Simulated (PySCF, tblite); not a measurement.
# C₃H₉FNSi₂ radical: geometry, infrared bands and EPR parameters

What infrared bands and EPR parameters should C₃H₉FNSi₂ radical (`F[C@@H]1[CH][C@@H]1[SiH2]N[SiH3]`) show?

The runs use tblite 0.8.0 and PySCF 2.14.0, with density-fitted response routines of our own; the level of theory stands in each step. All values are computed, except where a source is named. Atoms are numbered from 0 throughout.

**1. The starting structure**

16 atoms, charge 0, multiplicity 2; geometry from: force field or distance geometry start.

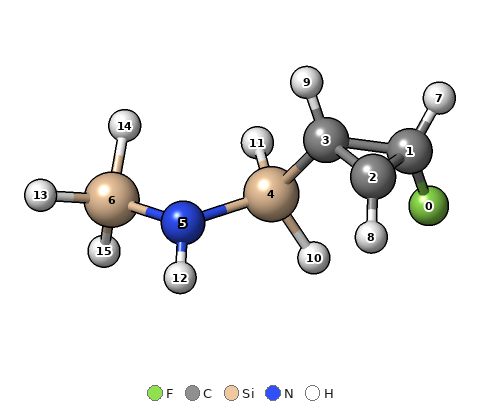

As it starts; fluorine green, carbon grey, silicon light orange, nitrogen blue, hydrogen white, atoms numbered.

**2. Geometry optimisation with GFN2-xTB**

The job: settings as JSON, then the geometry in Å.

```
{"job": {"kind": "relax", "xc": "GFN2-xTB", "basis": "xTB"}, "charge": 0, "multiplicity": 2}
F     -2.330200    -1.858400    -0.107200
C     -2.671800    -0.576000     0.279000
C     -2.562300     0.463100    -0.758600
C     -1.523200     0.436600     0.293600
Si     0.111200    -0.406400     0.033000
N      1.323600     0.615300    -0.768100
Si     2.862800     0.600100     0.127100
H     -3.305900    -0.492700     1.172800
H     -2.367800     0.130800    -1.790500
H     -1.540700     1.210000     1.089900
H     -0.035400    -1.710400    -0.660800
H      0.626200    -0.694900     1.386800
H      1.464900     0.412700    -1.765300
H      3.616400     1.812900    -0.204700
H      2.628600     0.627900     1.591600
H      3.695800    -0.561600    -0.127700
```

Started as:

```bash
> OMP_NUM_THREADS=1 python probes_run.py task.json out
```

The driver reads the jobs from task.json and runs them one after another.

What it wrote:

```text
step      E/eV     max force
  0    -599.44967    1.554
  1    -599.58503    0.952
  2    -599.67826    0.785
  3    -599.73129    0.679
  4    -599.78800    0.566
  5    -599.81874    0.430
  6    -599.84860    0.593
  7    -599.88149    0.487
  8    -599.91055    0.519
  9    -599.93216    0.329
 10    -599.94900    0.349
 11    -599.96418    0.359
 12    -599.98206    0.354
 13    -599.99831    0.341
 14    -600.00974    0.265
 15    -600.02076    0.221
 16    -600.03366    0.299
 17    -600.04476    0.270
 18    -600.05279    0.196
 19    -600.05844    0.173
 20    -600.06297    0.220
 21    -600.06847    0.196
 22    -600.07522    0.199
 23    -600.08265    0.170
 24    -600.08804    0.170
 25    -600.09266    0.178
 26    -600.09646    0.169
 27    -600.09970    0.109
 28    -600.10255    0.146
 29    -600.10546    0.132
 30    -600.10833    0.133
 31    -600.11075    0.117
 32    -600.11268    0.129
 33    -600.11457    0.150
 34    -600.11655    0.127
 35    -600.11857    0.127
 36    -600.12005    0.092
 37    -600.12111    0.077
 38    -600.12224    0.077
 39    -600.12386    0.107
 40    -600.12551    0.113
 41    -600.12683    0.096
 42    -600.12766    0.064
 43    -600.12825    0.063
 44    -600.12882    0.065
 45    -600.12945    0.057
 46    -600.13002    0.060
 47    -600.13047    0.059
 48    -600.13087    0.061
 49    -600.13130    0.070
 50    -600.13174    0.057
 51    -600.13203    0.035
 52    -600.13216    0.033
 53    -600.13225    0.038
 54    -600.13240    0.043
 55    -600.13262    0.039
 56    -600.13286    0.034
 57    -600.13302    0.031
 58    -600.13313    0.026
 59    -600.13324    0.033
 60    -600.13338    0.035
 61    -600.13352    0.028
 62    -600.13364    0.027
 63    -600.13375    0.029
 64    -600.13392    0.041
 65    -600.13419    0.049
 66    -600.13454    0.059
 67    -600.13489    0.050
 68    -600.13519    0.044
 69    -600.13551    0.043
 70    -600.13591    0.060
 71    -600.13641    0.105
 72    -600.13691    0.057
 73    -600.13751    0.057
 74    -600.13815    0.058
 75    -600.13876    0.073
 76    -600.13966    0.071
 77    -600.14074    0.088
 78    -600.14217    0.116
 79    -600.14347    0.114
 80    -600.14318    0.286
 81    -600.14548    0.067
 82    -600.14598    0.047
 83    -600.14678    0.055
 84    -600.14718    0.055
 85    -600.14836    0.071
 86    -600.14926    0.066
 87    -600.14983    0.041
 88    -600.15009    0.032
 89    -600.15024    0.034
 90    -600.15036    0.026
 91    -600.15053    0.033
 92    -600.15071    0.036
 93    -600.15090    0.030
 94    -600.15102    0.020
 95    -600.15109    0.020
 96    -600.15114    0.019
 97    -600.15120    0.017
 98    -600.15130    0.023
 99    -600.15144    0.029
100    -600.15157    0.021
101    -600.15164    0.012
102    -600.15167    0.017
103    -600.15170    0.011
104    -600.15173    0.012
105    -600.15178    0.017
106    -600.15181    0.017
107    -600.15185    0.013
108    -600.15188    0.011
109    -600.15192    0.013
110    -600.15196    0.017
111    -600.15199    0.014
112    -600.15201    0.009
```

Wall time 0.65 s (1 thread of Arm Neoverse V2, shared host); peak memory 0.18 GiB.

Relaxation path: (not every step is listed)

| step | energy from step 0 (eV) | largest force (eV/Å) |
| --- | --- | --- |
| 0 | 0.0000 | 1.5535 |
| 1 | -0.1354 | 0.9522 |
| 2 | -0.2286 | 0.7850 |
| 3 | -0.2816 | 0.6788 |
| 4 | -0.3383 | 0.5658 |
| 5 | -0.3691 | 0.4297 |
| 6 | -0.3989 | 0.5928 |
| 7 | -0.4318 | 0.4874 |
| 8 | -0.4609 | 0.5187 |
| 17 | -0.5951 | 0.2703 |
| 26 | -0.6468 | 0.1694 |
| 35 | -0.6689 | 0.1265 |
| 44 | -0.6792 | 0.0646 |
| 53 | -0.6826 | 0.0377 |
| 62 | -0.6840 | 0.0266 |
| 71 | -0.6867 | 0.1052 |
| 80 | -0.6935 | 0.2863 |
| 89 | -0.7006 | 0.0344 |
| 98 | -0.7016 | 0.0232 |
| 107 | -0.7022 | 0.0135 |
| 108 | -0.7022 | 0.0112 |
| 109 | -0.7023 | 0.0132 |
| 110 | -0.7023 | 0.0168 |
| 111 | -0.7023 | 0.0140 |
| 112 | -0.7023 | 0.0095 |

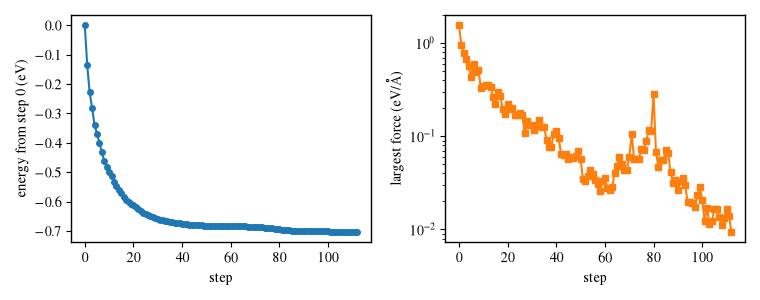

Energy and largest force along the relaxation.

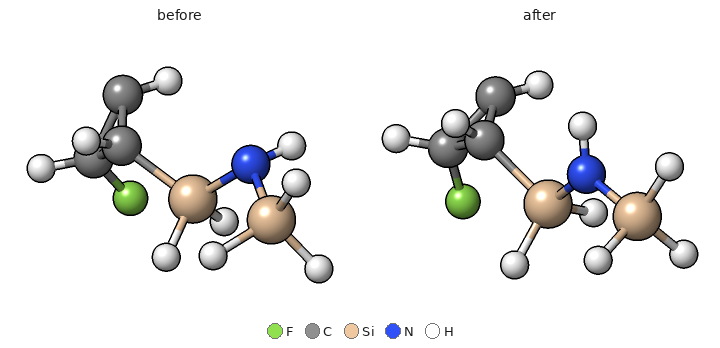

The geometry before (left) and after (right).

Distances of close pairs at the start and the end, largest changes first:

| bond | before (Å) | after (Å) | change (Å) |
| --- | --- | --- | --- |
| Si4–N5 | 1.776 | 1.725 | -0.051 |
| C3–Si4 | 1.857 | 1.905 | +0.048 |
| N5–Si6 | 1.781 | 1.735 | -0.046 |
| C2–H8 | 1.101 | 1.068 | -0.033 |
| C3–H9 | 1.110 | 1.084 | -0.026 |
| C2–C3 | 1.479 | 1.455 | -0.024 |
| C1–C2 | 1.473 | 1.449 | -0.023 |
| N5–H12 | 1.027 | 1.006 | -0.021 |

The final coordinates are the input of the step that follows.

**3. Infrared spectrum with GFN2-xTB**

The job: settings as JSON, then the geometry in Å.

```
{"job": {"kind": "ir", "xc": "GFN2-xTB", "basis": "xTB"}, "charge": 0, "multiplicity": 2}
F     -2.598366    -1.893054     0.346818
C     -2.762233    -0.522409     0.240715
C     -2.401746     0.159798    -0.986247
C     -1.513452     0.324133     0.154323
Si     0.171961    -0.563380     0.177354
N      1.333208     0.666677    -0.159986
Si     3.052935     0.576613     0.047676
H     -3.610183    -0.229969     0.849115
H     -2.221796    -0.213766    -1.970470
H     -1.537889     1.250687     0.716319
H      0.194334    -1.625958    -0.829949
H      0.402025    -1.095479     1.521832
H      0.987363     1.495741    -0.613786
H      3.599209     1.720884    -0.680540
H      3.371911     0.654135     1.475023
H      3.525120    -0.695707    -0.497159
```

What it wrote:

```text
mode    cm-1     km/mol
  1     -49.2     13.17
  2      23.7      0.18
  3      48.1      2.82
  4      79.1      1.15
  5     139.1      2.00
  6     190.3      3.72
  7     195.0     63.76
  8     236.8      3.07
  9     388.7     21.00
 10     454.5      9.58
 11     499.4     51.84
 12     551.1     12.94
 13     574.6     50.61
 14     601.2     69.22
 15     652.8     94.60
 16     687.3     11.69
 17     729.6    120.69
 18     736.8    371.64
 19     757.7    205.89
 20     783.7    134.34
 21     793.8    160.78
 22     821.1    422.94
 23     850.1    182.89
 24     937.7     34.13
 25     953.2     26.82
 26     989.6    268.24
 27     998.3      7.72
 28    1030.5     50.17
 29    1086.7     14.60
 30    1134.9     70.37
 31    1190.2    353.21
 32    1246.9      8.60
 33    1411.7     75.98
 34    2232.4     23.27
 35    2245.7    740.01
 36    2257.9     73.92
 37    2262.1    223.16
 38    2269.3    404.83
 39    2992.1     27.47
 40    3019.5     38.08
 41    3166.9     25.52
 42    3483.8      1.12
```

Wall time 0.47 s (1 thread of Arm Neoverse V2, shared host); peak memory 0.18 GiB.

Which atoms move in the most intense modes:

| cm⁻¹ | km/mol | atoms |
| --- | --- | --- |
| 737 | 371.6 | H10 26 %, Si4 21 %, H11 20 %, N5 11 % |
| 758 | 205.9 | H13 59 %, H15 23 %, H14 10 % |
| 821 | 422.9 | H14 23 %, H15 23 %, Si6 14 %, H13 13 % |
| 990 | 268.2 | N5 51 %, H12 25 %, Si4 12 % |
| 1190 | 353.2 | H12 70 %, N5 27 % |
| 2246 | 740.0 | H10 34 %, H14 31 %, H11 29 % |
| 2262 | 223.2 | H13 80 %, H15 13 % |
| 2269 | 404.8 | H10 34 %, H11 28 %, H15 27 % |

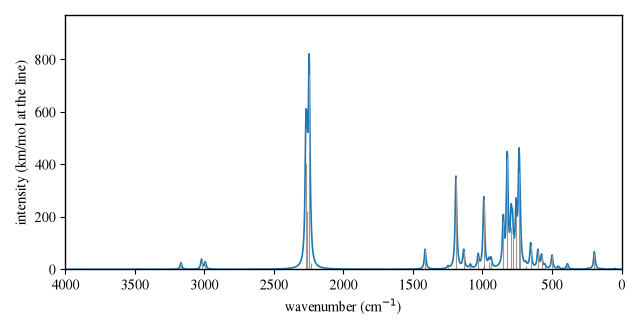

The infrared spectrum from these modes, unscaled. Lines are broadened to a width of 14 cm⁻¹ (Lorentzian).

**4. EPR parameters: B3LYP/pcH-1**

Settings changed since step 3:

```diff
@@ -1,2 +1,2 @@
-{"job": {"kind": "ir", "xc": "GFN2-xTB", "basis": "xTB"}, "charge": 0, "multiplicity": 2}
+{"job": {"kind": "epr", "basis": "pcH-1"}, "charge": 0, "multiplicity": 2}
 F     -2.598366    -1.893054     0.346818
```

Level: UKS B3LYP, pcH-1 on C F H N Si, non-relativistic, mean-field spin-orbit, GIAO.

What it wrote:

```text
UKS, coarse grid
  cycle   1  E = -853.19126922  |g| = 5.10e-01
  cycle   2  E = -853.08117906  |g| = 7.49e-01
  cycle   3  E = -853.28273025  |g| = 7.68e-02
  cycle   4  E = -853.28487992  |g| = 3.33e-02
  cycle   5  E = -853.28542317  |g| = 7.52e-03
  cycle   6  E = -853.28545442  |g| = 2.66e-03
  cycle   7  E = -853.28545948  |g| = 1.42e-03
  cycle   8  E = -853.28546177  |g| = 3.55e-04
UKS, final grid
  cycle   1  E = -853.28541658  |g| = 3.75e-04
  cycle   2  E = -853.28541653  |g| = 5.35e-04
  cycle   3  E = -853.28541665  |g| = 4.85e-05
  cycle   4  E = -853.28541665  |g| = 2.47e-05
E = -853.28541665 Eh   <S^2> = 0.7533 (exact 0.7500)
g shifts (ppm)      1          2          3
  rmc          -155       -155       -155
  gc             12         22        -20
  oz_so         -98        291       1143
  total        -241        158        969
hyperfine (MHz)  atom isotope    a_iso     a_fc   dipolar eigenvalues
    0   19F      50.01      49.59    -62.38    -45.86    108.24
    1   13C      -4.25      -4.26     -4.05      1.31      2.74
    2   13C     254.62     254.69    -73.40    -70.02    143.41
    3   13C     -24.33     -24.32     -8.48     -3.19     11.67
    4  29Si     -59.94     -60.01    -13.45      6.25      7.20
    5   14N      -0.27      -0.27     -0.14     -0.10      0.24
    6  29Si      -0.87      -0.87     -0.23      0.10      0.12
    7    1H      46.12      46.12     -6.00     -2.94      8.94
    8    1H     -17.82     -17.84    -32.77     -3.83     36.60
    9    1H     123.87     123.87     -6.78     -4.66     11.44
   10    1H      -2.17      -2.17     -2.62     -1.58      4.20
   11    1H      21.99      21.99     -1.75     -0.90      2.65
   12    1H       0.37       0.37     -1.46     -1.27      2.73
   13    1H       0.68       0.68     -0.34     -0.31      0.64
   14    1H      -0.01      -0.01     -0.37     -0.33      0.70
   15    1H       0.07       0.07     -0.38     -0.35      0.73
```

Run time: 73 s. Hardware: 1 thread of Arm Neoverse V2, shared host; peak memory 0.96 GiB.

Principal g values 2.00208, 2.00248, 2.00329; g(iso) = 2.00261, against 2.00232 for a free electron.

Mean a(iso) over the nuclei that a row names, and the largest dipolar term of the row (other rows stand at the frozen geometry):

| nuclei | isotope | a(iso) (MHz) | a(iso) (G, at g = 2.0023) | largest dipolar term (MHz) |
| --- | --- | --- | --- | --- |
| C2 | 13C | 254.6 | 90.9 | 143.4 |
| H9 | 1H | 123.9 | 44.2 | 11.4 |
| Si4 | 29Si | -59.9 | -21.4 | -13.5 |
| F0 | 19F | 50.0 | 17.8 | 108.2 |
| H7 | 1H | 46.1 | 16.5 | 8.9 |
| C3 | 13C | -24.3 | -8.7 | 11.7 |
| H11 | 1H | 22.0 | 7.8 | 2.7 |
| H8 | 1H | -17.8 | -6.4 | 36.6 |
| C1 | 13C | -4.3 | -1.5 | -4.0 |
| H10 | 1H | -2.2 | -0.8 | 4.2 |
| Si6 | 29Si | -0.9 | -0.3 | -0.2 |
| H12 | 1H | 0.4 | 0.1 | 2.7 |
| N5 | 14N | -0.3 | -0.1 | 0.2 |
| H13, H14, H15 | 1H | 0.2 | 0.1 | 0.7 |

Mulliken spin populations:

F0 0.02; C1 -0.03; C2 0.93; C3 -0.02; Si4 0.04; N5 0.00; Si6 0.00; H7 0.02; H8 -0.02; H9 0.05; H10 0.00; H11 0.01; H12 0.00; H13 0.00; H14 0.00; H15 0.00

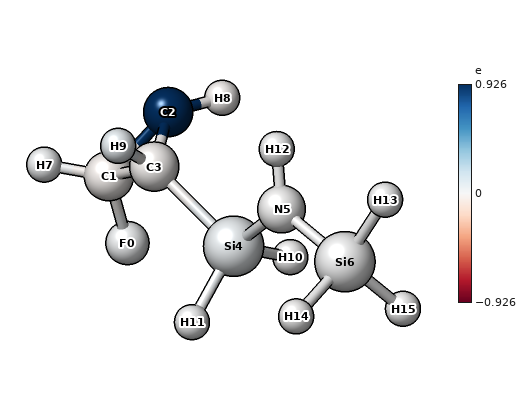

Mulliken spin populations, as colours on the atoms.

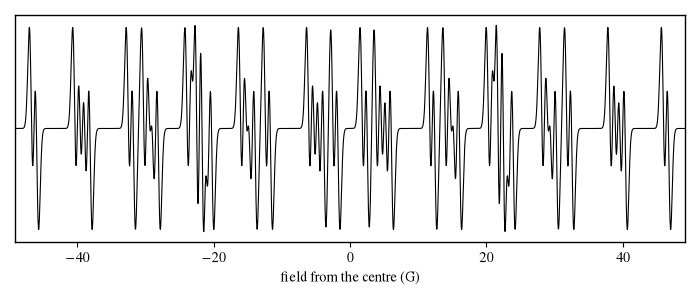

First-order isotropic spectrum (first derivative, main isotopes with spin only, couplings over 0.8 MHz, Gaussian width 0.3 G; couplings of the frozen geometry, rotation of groups not averaged beyond the rows shown).

The fields below are evaluated on a grid from the run's orbitals.

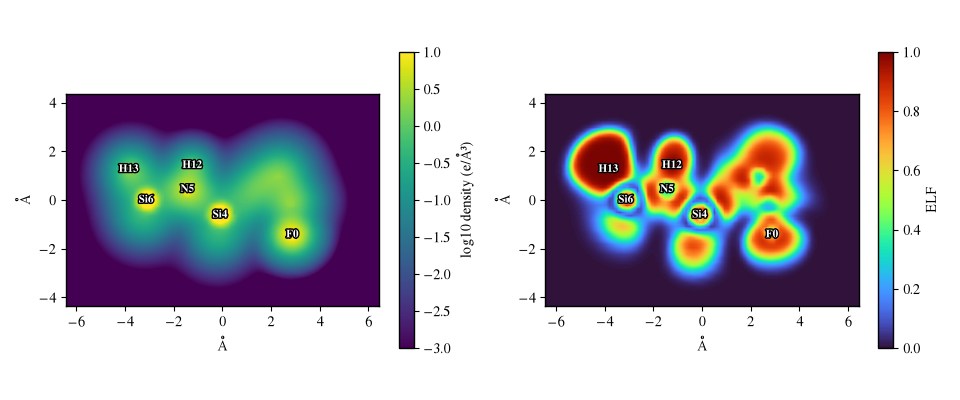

Density (left) and ELF (right) in a plane through or near 6 of the atoms.

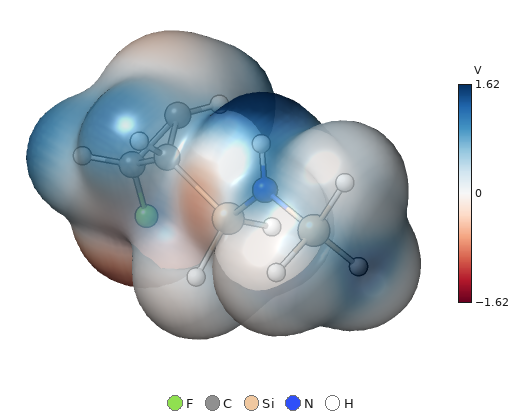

The potential that a unit positive charge feels on the 0.002 e/bohr³ surface, from -1.00 V near F0 to 1.62 V near H12.

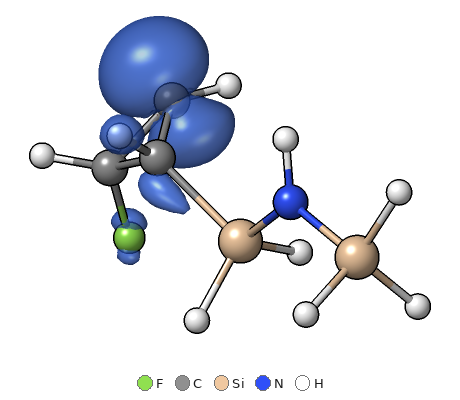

Spin density at ±0.05 e/Å³ (alpha excess blue, beta excess red).

**5. What came out**

```
                                                                  quantity                  value
                                 strongest single infrared mode (GFN2-xTB)  2246 cm⁻¹, 740 km/mol
                                              zero-point energy (GFN2-xTB)          65.3 kcal/mol
                                                            g(iso) (B3LYP)                2.00261
                                                                      ⟨S²⟩     0.753 (exact 0.75)
                                        largest a(iso) (averaged by class)   13C on C2, 254.6 MHz
potential on the surface of density 0.002 e/bohr³, 1st and 99th percentile     -1.00 V and 1.62 V
```

In words: The optimisation took 112 steps and gained 0.702 eV; among the close pairs (by a distance rule), Si4–N5 changed most, from 1.776 to 1.725 Å. The lowest mode is imaginary (49i cm⁻¹), so the xTB geometry is not a minimum: the zero-point energy counts the real modes alone, and all values at this geometry belong to a saddle point. The strongest single mode, at 2246 cm⁻¹, has its largest shares on H10, H14 and H11 (the list is cut at 3 atoms). Unscaled tight-binding wavenumbers are off by several per cent, some by more. Its intensities can rank the bands wrongly. Most of the unpaired spin sits on C2 (0.93 e). The isotropic g lies 0.3 ppt above the free-electron value. These values are for one conformer; the search (at its own cheap level) found 2 more, at 0.21, 2.06 kcal/mol, and measured spectra average over such forms.
